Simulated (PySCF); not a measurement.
# Solver options tried on WO3

Aim: find out which solver settings change the answer for WO3.

Method: each script names its method and basis; program: PySCF 2.14.0.

1 further run of the same task is left out (for a known fault of the program).

### 1 Where the work starts

WO3: 4 atoms, charge 0, spin multiplicity 1.

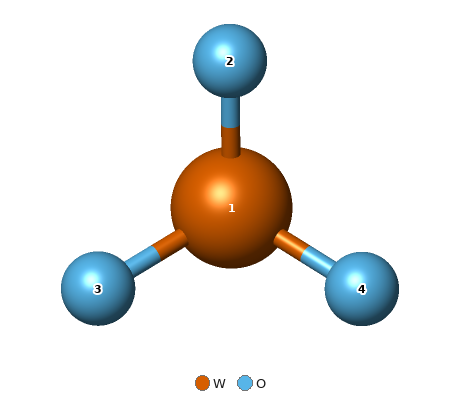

As it starts; tungsten orange, oxygen blue; atoms are numbered from 1 in the order of the file.

As a file:

```xyz
4
O3W
W     0.00000    0.00000   -0.13800
O     1.60370    0.00000    0.52910
O    -0.80190    1.38890    0.52910
O    -0.80190   -1.38890    0.52910
```

### 2 Base script

Contents of input.py:

```python
from pyscf import gto, scf
from pyscf.hessian import thermo

mol = gto.M(
    atom='W 0 0 -0.138; O 1.6037 0 0.5291; O -0.8019 1.3889 0.5291; O -0.8019 -1.3889 0.5291',
    basis='sbkjc',
    ecp={'W': 'sbkjc', 'O': 'sbkjc'},
    charge=0,
    spin=0,
    symmetry=True,
    verbose=4,
)
mf = scf.RHF(mol)
mf.level_shift = 0.3
mf.kernel()
hess = mf.Hessian().kernel()
print('wavenumber (cm^-1) =', thermo.harmonic_analysis(mol, hess)['freq_wavenumber'].round(1))
mf.dip_moment()
print('orbital energies (hartree):', mf.mo_energy[..., max(0, mol.nelec[1]-3):mol.nelec[0]+3].round(4))
```

Launch:

```console
$ OMP_NUM_THREADS=1 python input.py
```

The log of this run is left out.

It gives: E(SCF) = -114.037490 Eh, μ = 7.35 D, wavenumbers 317, 362, 362, 919, 919, 1034 cm⁻¹.

### 3 Smearing width 0.001 hartree

Run 1 changes smearing width: none → 0.001 hartree; step after the SCF: frequency → none.

input.py: that of step 2 with these lines changed.

```diff
@@ -1,3 +1,2 @@
 from pyscf import gto, scf
-from pyscf.hessian import thermo
 
@@ -13,6 +12,5 @@
 mf = scf.RHF(mol)
+mf = scf.addons.smearing_(mf, sigma=0.001, method='fermi')
 mf.level_shift = 0.3
 mf.kernel()
-hess = mf.Hessian().kernel()
-print('wavenumber (cm^-1) =', thermo.harmonic_analysis(mol, hess)['freq_wavenumber'].round(1))
 mf.dip_moment()
```

Launch:

```console
$ OMP_NUM_THREADS=1 python input.py
```

Output:

```text
PySCF version 2.14.0

[INPUT] verbose = 4
[INPUT] num. atoms = 4
[INPUT] num. electrons = 32
[INPUT] charge = 0
[INPUT] spin (= nelec alpha-beta = 2S) = 0
[INPUT] symmetry True subgroup None
[INPUT] Mole.unit = angstrom
[INPUT] Symbol           X                Y                Z      unit          X                Y                Z       unit  Magmom
[INPUT]  1 W      0.000000000000   0.000000000000  -0.138000000000 AA    0.000000000000   0.000000000000  -0.260782205190 Bohr   0.0
[INPUT]  2 O      1.603700000000   0.000000000000   0.529100000000 AA    3.030553785965   0.000000000000   0.999854092507 Bohr   0.0
[INPUT]  3 O     -0.801900000000   1.388900000000   0.529100000000 AA   -1.515371379289   2.624640614408   0.999854092507 Bohr   0.0
[INPUT]  4 O     -0.801900000000  -1.388900000000   0.529100000000 AA   -1.515371379289  -2.624640614408   0.999854092507 Bohr   0.0

nuclear repulsion = 97.3480118998403
point group symmetry = Cs
symmetry origin: [-1.54263357e-05  0.00000000e+00  4.79450514e-02]
symmetry axis x: [1.76757478e-05 1.11022302e-16 1.00000000e+00]
symmetry axis y: [ 1.00000000e+00 -2.51915523e-13 -1.76757478e-05]
symmetry axis z: [2.51915522e-13 1.00000000e+00 5.29460217e-25]
num. orbitals of irrep A' = 35
num. orbitals of irrep A" = 20
number of shells = 23
number of NR pGTOs = 101
number of NR cGTOs = 55
basis = sbkjc
ecp = {'W': 'sbkjc', 'O': 'sbkjc'}

******** <class 'pyscf.scf.smearing.SmearingSymAdaptedRHF'> ********
method = SmearingSymAdaptedRHF
initial guess = minao
damping factor = 0
level_shift factor = 0.3
DIIS = <class 'pyscf.scf.diis.CDIIS'>
diis_start_cycle = 1
diis_space = 8
diis_damp = 0
SCF conv_tol = 1e-09
SCF conv_tol_grad = None
SCF max_cycles = 50
direct_scf = True
direct_scf_tol = 1e-13
Freeze 0 electrons in irreps []
    32 free electrons in irreps A' A"
Set gradient conv threshold to 3.16228e-05
Initial guess from minao.
init E= -108.964183087394
    sigma = 0.001  Optimized mu = 0.194210680739  entropy = -0
    Total E(T) = -113.242993395104  Free energy = -113.242993395104  E0 = -113.242993395104
cycle= 1 E= -113.242993395104  delta_E= -4.28  |g|= 1.73  |ddm|= 4.62
    sigma = 0.001  Optimized mu = -0.230258073137  entropy = -0
    Total E(T) = -113.604057264743  Free energy = -113.604057264743  E0 = -113.604057264743
cycle= 2 E= -113.604057264743  delta_E= -0.361  |g|= 1.12  |ddm|= 2.99
    sigma = 0.001  Optimized mu = -0.0150800242763  entropy = -0
    Total E(T) = -113.993389517426  Free energy = -113.993389517426  E0 = -113.993389517426
cycle= 3 E= -113.993389517426  delta_E= -0.389  |g|= 0.237  |ddm|= 0.753
    sigma = 0.001  Optimized mu = 0.0761430127665  entropy = -0
    Total E(T) = -114.028482465066  Free energy = -114.028482465066  E0 = -114.028482465066
cycle= 4 E= -114.028482465066  delta_E= -0.0351  |g|= 0.0449  |ddm|= 0.263
    sigma = 0.001  Optimized mu = 0.0412012568897  entropy = -0
    Total E(T) = -114.033391387792  Free energy = -114.033391387792  E0 = -114.033391387792
cycle= 5 E= -114.033391387792  delta_E= -0.00491  |g|= 0.0195  |ddm|= 0.153
    sigma = 0.001  Optimized mu = 0.0330731021512  entropy = -0
    Total E(T) = -114.035521217491  Free energy = -114.035521217491  E0 = -114.035521217491
cycle= 6 E= -114.035521217491  delta_E= -0.00213  |g|= 0.0185  |ddm|= 0.0981
    sigma = 0.001  Optimized mu = 0.0361196224164  entropy = -0
    Total E(T) = -114.03694886861  Free energy = -114.03694886861  E0 = -114.03694886861
cycle= 7 E= -114.03694886861  delta_E= -0.00143  |g|= 0.00879  |ddm|= 0.0958
    sigma = 0.001  Optimized mu = 0.0391076489529  entropy = -0
    Total E(T) = -114.037364170769  Free energy = -114.037364170769  E0 = -114.037364170769
cycle= 8 E= -114.037364170769  delta_E= -0.000415  |g|= 0.00372  |ddm|= 0.057
    sigma = 0.001  Optimized mu = 0.0396720215972  entropy = -0
    Total E(T) = -114.037458238622  Free energy = -114.037458238622  E0 = -114.037458238622
cycle= 9 E= -114.037458238622  delta_E= -9.41e-05  |g|= 0.00252  |ddm|= 0.0283
    sigma = 0.001  Optimized mu = 0.040077779426  entropy = -0
    Total E(T) = -114.037480428778  Free energy = -114.037480428778  E0 = -114.037480428778
cycle= 10 E= -114.037480428778  delta_E= -2.22e-05  |g|= 0.00169  |ddm|= 0.0128
    sigma = 0.001  Optimized mu = 0.0400479367215  entropy = -0
    Total E(T) = -114.03748716643  Free energy = -114.03748716643  E0 = -114.03748716643
cycle= 11 E= -114.03748716643  delta_E= -6.74e-06  |g|= 0.00062  |ddm|= 0.00618
    sigma = 0.001  Optimized mu = 0.0401025769144  entropy = -0
    Total E(T) = -114.037489286698  Free energy = -114.037489286698  E0 = -114.037489286698
cycle= 12 E= -114.037489286698  delta_E= -2.12e-06  |g|= 0.000356  |ddm|= 0.00345
    sigma = 0.001  Optimized mu = 0.0400795563284  entropy = -0
    Total E(T) = -114.037489915594  Free energy = -114.037489915594  E0 = -114.037489915594
cycle= 13 E= -114.037489915594  delta_E= -6.29e-07  |g|= 0.000147  |ddm|= 0.002
    sigma = 0.001  Optimized mu = 0.0401303898968  entropy = -0
    Total E(T) = -114.037490052987  Free energy = -114.037490052987  E0 = -114.037490052987
cycle= 14 E= -114.037490052987  delta_E= -1.37e-07  |g|= 8.6e-05  |ddm|= 0.000965
    sigma = 0.001  Optimized mu = 0.0401293229873  entropy = -0
    Total E(T) = -114.03749008236  Free energy = -114.03749008236  E0 = -114.03749008236
cycle= 15 E= -114.03749008236  delta_E= -2.94e-08  |g|= 4.06e-05  |ddm|= 0.000428
    sigma = 0.001  Optimized mu = 0.0401330029177  entropy = -0
    Total E(T) = -114.037490089123  Free energy = -114.037490089123  E0 = -114.037490089123
cycle= 16 E= -114.037490089123  delta_E= -6.76e-09  |g|= 2.09e-05  |ddm|= 0.000184
    sigma = 0.001  Optimized mu = 0.0401322047954  entropy = -0
    Total E(T) = -114.037490091284  Free energy = -114.037490091284  E0 = -114.037490091284
cycle= 17 E= -114.037490091284  delta_E= -2.16e-09  |g|= 1.03e-05  |ddm|= 0.000105
    sigma = 0.001  Optimized mu = 0.0401327672447  entropy = -0
    Total E(T) = -114.037490091924  Free energy = -114.037490091924  E0 = -114.037490091924
cycle= 18 E= -114.037490091924  delta_E= -6.41e-10  |g|= 6.65e-06  |ddm|= 5.95e-05
    sigma = 0.001  Optimized mu = -0.407614194571  entropy = -0
    Total E(T) = -114.037490092106  Free energy = -114.037490092106  E0 = -114.037490092106
Extra cycle  E= -114.037490092106  delta_E= -1.82e-10  |g|= 7.35e-06  |ddm|= 2.99e-05
converged SCF energy = -114.037490092106
Dipole moment(X, Y, Z, Debye):  0.00055, -0.00000, -7.35017
orbital energies (hartree): [-0.4868 -0.4868 -0.4868 -0.1044  0.0076  0.0076]
```

Wall time 1.5 s (1 thread of Arm Neoverse N1, shared host).

Outcome: E(SCF) = -114.037490 Eh (no change), μ = 7.35 D.

The energy is that at the smeared occupations, without the entropy term.

### 4 Convergence threshold 1e-05 hartree

Run 2 changes convergence threshold: default → 1e-05 hartree.

input.py: that of step 2 with these lines changed.

```diff
@@ -13,2 +13,3 @@
 mf = scf.RHF(mol)
+mf.conv_tol = 1e-05
 mf.level_shift = 0.3
```

Launch:

```console
$ OMP_NUM_THREADS=1 python input.py
```

Output, shortened:

```text
[lines on the frontier levels of each cycle are left out]
[... 29 set-up lines left out, the same as in an earlier log ...]
******** <class 'pyscf.scf.hf_symm.SymAdaptedRHF'> ********
method = SymAdaptedRHF
[... 7 set-up lines left out, the same as in an earlier log ...]
SCF conv_tol = 1e-05
[... 6 set-up lines left out, the same as in an earlier log ...]
Set gradient conv threshold to 0.00316228
[... 1 set-up line left out, the same as in an earlier log ...]
init E= -108.964183087394
cycle= 1 E= -113.242993395104  delta_E= -4.28  |g|= 1.68  |ddm|= 4.62
cycle= 2 E= -113.604057264743  delta_E= -0.361  |g|= 1.45  |ddm|= 2.99
cycle= 3 E= -113.993389517426  delta_E= -0.389  |g|= 0.351  |ddm|= 0.753
cycle= 4 E= -114.028482465066  delta_E= -0.0351  |g|= 0.0804  |ddm|= 0.263
cycle= 5 E= -114.033391387792  delta_E= -0.00491  |g|= 0.0387  |ddm|= 0.153
cycle= 6 E= -114.035521217491  delta_E= -0.00213  |g|= 0.0306  |ddm|= 0.0981
cycle= 7 E= -114.03694886861  delta_E= -0.00143  |g|= 0.0152  |ddm|= 0.0958
cycle= 8 E= -114.037364170769  delta_E= -0.000415  |g|= 0.0067  |ddm|= 0.057
cycle= 9 E= -114.037458238622  delta_E= -9.41e-05  |g|= 0.00378  |ddm|= 0.0283
cycle= 10 E= -114.037480428778  delta_E= -2.22e-05  |g|= 0.00228  |ddm|= 0.0128
cycle= 11 E= -114.03748716643  delta_E= -6.74e-06  |g|= 0.00115  |ddm|= 0.00618
Extra cycle  E= -114.037488819791  delta_E= -1.65e-06  |g|= 0.00107  |ddm|= 0.00293
converged SCF energy = -114.037488819791
wavenumber (cm^-1) = [ 316.8  362.1  362.1  918.8  918.9 1033.3]
Dipole moment(X, Y, Z, Debye):  0.00119,  0.00000, -7.35036
orbital energies (hartree): [-0.4869 -0.4869 -0.4865 -0.1045  0.0074  0.0075]
```

Run time: 24 s. Hardware: 1 thread of Arm Neoverse N1, shared host.

Outcome: E(SCF) = -114.037489 Eh (no change), 11 cycles, μ = 7.35 D, wavenumbers 317, 362, 362, 919, 919, 1033 cm⁻¹.

### 5 Level shift 1 hartree

Run 3 changes level shift: 0.3 hartree → 1 hartree.

input.py: that of step 2 with these lines changed.

```diff
@@ -13,3 +13,3 @@
 mf = scf.RHF(mol)
-mf.level_shift = 0.3
+mf.level_shift = 1.0
 mf.kernel()
```

Launch:

```console
$ OMP_NUM_THREADS=1 python input.py
```

Output, shortened:

```text
[lines on the frontier levels of each cycle are left out]
[... 33 set-up lines left out, the same as in an earlier log ...]
level_shift factor = 1.0
[... 13 set-up lines left out, the same as in an earlier log ...]
init E= -108.964183087394
cycle= 1 E= -112.972728170706  delta_E= -4.01  |g|= 2.09  |ddm|= 4.25
cycle= 2 E= -113.94310780477  delta_E= -0.97  |g|= 0.431  |ddm|= 1.96
cycle= 3 E= -113.98413781908  delta_E= -0.041  |g|= 0.236  |ddm|= 0.618
cycle= 4 E= -114.005085689694  delta_E= -0.0209  |g|= 0.133  |ddm|= 0.351
cycle= 5 E= -114.016435148845  delta_E= -0.0113  |g|= 0.092  |ddm|= 0.251
cycle= 6 E= -114.024042483157  delta_E= -0.00761  |g|= 0.0689  |ddm|= 0.174
cycle= 7 E= -114.029530508648  delta_E= -0.00549  |g|= 0.0527  |ddm|= 0.142
cycle= 8 E= -114.033129410224  delta_E= -0.0036  |g|= 0.041  |ddm|= 0.115
cycle= 9 E= -114.035119787819  delta_E= -0.00199  |g|= 0.0331  |ddm|= 0.0859
cycle= 10 E= -114.036238206536  delta_E= -0.00112  |g|= 0.0264  |ddm|= 0.0649
[... 12 lines of further cycles left out ...]
cycle= 23 E= -114.037489754478  delta_E= -2.91e-07  |g|= 0.000473  |ddm|= 0.000877
cycle= 24 E= -114.037489912003  delta_E= -1.58e-07  |g|= 0.000354  |ddm|= 0.000639
cycle= 25 E= -114.037489997824  delta_E= -8.58e-08  |g|= 0.000259  |ddm|= 0.000462
cycle= 26 E= -114.037490042529  delta_E= -4.47e-08  |g|= 0.000189  |ddm|= 0.000314
cycle= 27 E= -114.037490066242  delta_E= -2.37e-08  |g|= 0.000134  |ddm|= 0.000224
cycle= 28 E= -114.037490078423  delta_E= -1.22e-08  |g|= 9.82e-05  |ddm|= 0.000155
cycle= 29 E= -114.037490085025  delta_E= -6.6e-09  |g|= 7.02e-05  |ddm|= 0.000115
cycle= 30 E= -114.037490088489  delta_E= -3.46e-09  |g|= 5.07e-05  |ddm|= 8.4e-05
cycle= 31 E= -114.037490090287  delta_E= -1.8e-09  |g|= 3.69e-05  |ddm|= 6.08e-05
cycle= 32 E= -114.037490091235  delta_E= -9.49e-10  |g|= 2.68e-05  |ddm|= 4.5e-05
Extra cycle  E= -114.03749009181  delta_E= -5.75e-10  |g|= 3.09e-05  |ddm|= 6.09e-05
converged SCF energy = -114.03749009181
wavenumber (cm^-1) = [ 316.9  362.1  362.1  919.   919.2 1033.5]
Dipole moment(X, Y, Z, Debye):  0.00053, -0.00000, -7.35012
orbital energies (hartree): [-0.4868 -0.4868 -0.4868 -0.1044  0.0076  0.0076]
```

It took 24 s on 1 thread of Arm Neoverse N1, shared host.

This run: E(SCF) = -114.037490 Eh (no change), 32 cycles, μ = 7.35 D, wavenumbers 317, 362, 362, 919, 919, 1034 cm⁻¹.

### 6 Second-order solver on

Run 4 changes second-order solver: off → on.

input.py: that of step 2 with these lines changed.

```diff
@@ -14,2 +14,3 @@
 mf.level_shift = 0.3
+mf = mf.newton()
 mf.kernel()
```

Launch:

```console
$ OMP_NUM_THREADS=1 python input.py
```

Output:

```text
[... 31 set-up lines left out, the same as in an earlier log ...]
******** <class 'pyscf.soscf.newton_ah.SecondOrderSymAdaptedRHF'> ********
method = SecondOrderSymAdaptedRHF
[... 12 set-up lines left out, the same as in an earlier log ...]
******** <class 'pyscf.scf.hf_symm.SymAdaptedRHF'> Newton solver flags ********
SCF tol = 1e-09
conv_tol_grad = None
max. SCF cycles = 50
[... 2 set-up lines left out, the same as in an earlier log ...]
max_cycle_inner = 12
max_stepsize = 0.05
ah_start_tol = 1e+09
ah_level_shift = 0
ah_conv_tol = 1e-12
ah_lindep = 1e-14
ah_start_cycle = 1
ah_max_cycle = 40
ah_grad_trust_region = 2.5
kf_interval = 4
kf_trust_region = 5
canonicalization = True
Set conv_tol_grad to 3.16228e-05
[... 1 set-up line left out, the same as in an earlier log ...]
Initial guess E= -113.002432644722  |g|= 1.79255
macro= 0  E= -113.949052054337  delta_E= -0.946619  |g|= 0.778413  3 KF 15 JK
macro= 1  E= -114.037022592029  delta_E= -0.0879705  |g|= 0.109637  3 KF 9 JK
macro= 2  E= -114.037490092191  delta_E= -0.0004675  |g|= 0.000247242  3 KF 14 JK
macro= 3  E= -114.03749009219  delta_E= 6.82121e-13  |g|= 1.04443e-05  1 KF 2 JK
Canonicalize SCF orbitals
macro X = 4  E=-114.03749009219  |g|= 1.04443e-05  total 11 KF 45 JK
converged SCF energy = -114.03749009219
wavenumber (cm^-1) = [ 316.9  362.1  362.1  919.1  919.2 1033.5]
Dipole moment(X, Y, Z, Debye):  0.00053,  0.00000, -7.35020
orbital energies (hartree): [-0.4869 -0.4868 -0.4868 -0.1044  0.0076  0.0076]
```

Run time: 24 s. Hardware: 1 thread of Arm Neoverse N1, shared host.

This run: E(SCF) = -114.037490 Eh (no change), 4 macro-iterations, μ = 7.35 D, wavenumbers 317, 362, 362, 919, 919, 1034 cm⁻¹.

### 7 Initial guess hcore

Run 5 changes initial guess: minao → hcore.

input.py: that of step 2 with these lines changed.

```diff
@@ -13,2 +13,3 @@
 mf = scf.RHF(mol)
+mf.init_guess = 'hcore'
 mf.level_shift = 0.3
```

Launch:

```console
$ OMP_NUM_THREADS=1 python input.py
```

Output, shortened:

```text
[lines on the frontier levels of each cycle are left out]
[... 31 set-up lines left out, the same as in an earlier log ...]
initial guess = hcore
[... 14 set-up lines left out, the same as in an earlier log ...]
Initial guess from hcore.
init E= -98.6613528131878
cycle= 1 E= -88.8921737437656  delta_E= 9.77  |g|= 6.75  |ddm|= 18.4
cycle= 2 E= -96.0852900372486  delta_E= -7.19  |g|= 6.34  |ddm|= 20.4
cycle= 3 E= -113.199847520844  delta_E= -17.1  |g|= 1.61  |ddm|=   15
cycle= 4 E= -113.890721899124  delta_E= -0.691  |g|= 0.64  |ddm|= 1.93
cycle= 5 E= -113.99763136765  delta_E= -0.107  |g|= 0.201  |ddm|= 0.614
cycle= 6 E= -114.017970154913  delta_E= -0.0203  |g|=  0.1  |ddm|= 0.247
cycle= 7 E= -114.028252535588  delta_E= -0.0103  |g|= 0.0644  |ddm|= 0.183
cycle= 8 E= -114.034806795096  delta_E= -0.00655  |g|= 0.0362  |ddm|= 0.192
cycle= 9 E= -114.036657382578  delta_E= -0.00185  |g|= 0.0182  |ddm|= 0.106
cycle= 10 E= -114.037255368086  delta_E= -0.000598  |g|= 0.00954  |ddm|= 0.068
cycle= 11 E= -114.037401317228  delta_E= -0.000146  |g|= 0.0056  |ddm|= 0.0302
cycle= 12 E= -114.03746258002  delta_E= -6.13e-05  |g|= 0.00312  |ddm|= 0.0211
cycle= 13 E= -114.037483379711  delta_E= -2.08e-05  |g|= 0.00155  |ddm|= 0.0134
cycle= 14 E= -114.037488074539  delta_E= -4.69e-06  |g|= 0.000936  |ddm|= 0.00594
cycle= 15 E= -114.037489537234  delta_E= -1.46e-06  |g|= 0.000496  |ddm|= 0.00342
cycle= 16 E= -114.037489929375  delta_E= -3.92e-07  |g|= 0.000259  |ddm|= 0.00156
cycle= 17 E= -114.037490051205  delta_E= -1.22e-07  |g|= 0.00013  |ddm|= 0.000853
cycle= 18 E= -114.037490081668  delta_E= -3.05e-08  |g|= 6.41e-05  |ddm|= 0.000442
cycle= 19 E= -114.037490089104  delta_E= -7.44e-09  |g|= 3.48e-05  |ddm|= 0.000212
cycle= 20 E= -114.037490091242  delta_E= -2.14e-09  |g|= 1.92e-05  |ddm|= 0.000114
cycle= 21 E= -114.037490091839  delta_E= -5.97e-10  |g|= 1.15e-05  |ddm|= 5.42e-05
Extra cycle  E= -114.037490092056  delta_E= -2.17e-10  |g|= 8.28e-06  |ddm|= 2.8e-05
converged SCF energy = -114.037490092056
wavenumber (cm^-1) = [ 316.9  362.1  362.1  919.1  919.2 1033.5]
Dipole moment(X, Y, Z, Debye):  0.00061, -0.00000, -7.35024
orbital energies (hartree): [-0.4868 -0.4868 -0.4868 -0.1044  0.0076  0.0076]
```

Wall time 24 s (1 thread of Arm Neoverse N1, shared host).

Result: E(SCF) = -114.037490 Eh (no change), 21 cycles, μ = 7.35 D, wavenumbers 317, 362, 362, 919, 919, 1034 cm⁻¹.

### 8 Side by side

```
                                run  E(SCF) (hartree)  from base (eV)   cycles  gap (eV)  SCF dipole (D)           after the SCF
                               base       -114.037490               0       18     10.41            7.35  highest mode 1034 cm⁻¹
       smearing width 0.001 hartree       -114.037490          0.0000       18       n/a            7.35                     n/a
convergence threshold 1e-05 hartree       -114.037489          0.0000       11     10.39            7.35  highest mode 1033 cm⁻¹
              level shift 1 hartree       -114.037490          0.0000       32     10.41            7.35  highest mode 1034 cm⁻¹
             second-order solver on       -114.037490          0.0000  4 macro     10.41            7.35  highest mode 1034 cm⁻¹
                initial guess hcore       -114.037490          0.0000       21     10.41            7.35  highest mode 1034 cm⁻¹
```

Wall time on 1 thread of Arm Neoverse N1, shared host, start-up included: base 24 s; smearing width 0.001 hartree 1.5 s; convergence threshold 1e-05 hartree 24 s; level shift 1 hartree 24 s; second-order solver on 24 s; initial guess hcore 24 s.

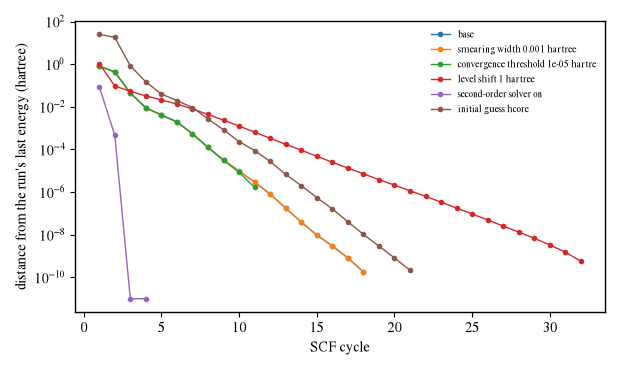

How each run approaches its own final energy.

**Reading.** No change of the SCF energy comes from smearing width 0.001 hartree or convergence threshold 1e-05 hartree or level shift 1 hartree or second-order solver on or initial guess hcore. The base needs 18 cycles and the run with level shift 1 hartree needs 32.
